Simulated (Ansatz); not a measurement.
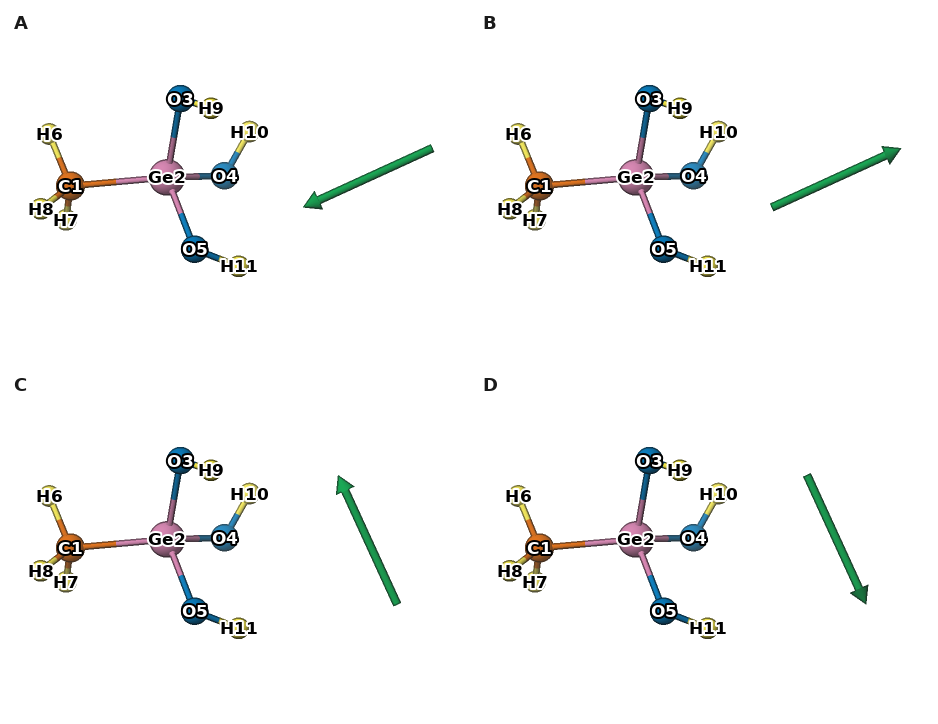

The same molecule four times, each with an arrow. The geometry was computed by an optimisation with PBE-D4/def2-SVP. No frequency run is at hand to confirm it as a minimum. Method: RKS PBE-D4/def2-SVP (Ansatz 0.2.0).

### Which arrow points along the dipole moment, from the negative to the positive end?

B. The dipole moment is 0.68 D; it points from the side of H8 to the side of H10 (the outermost atoms at the two ends).
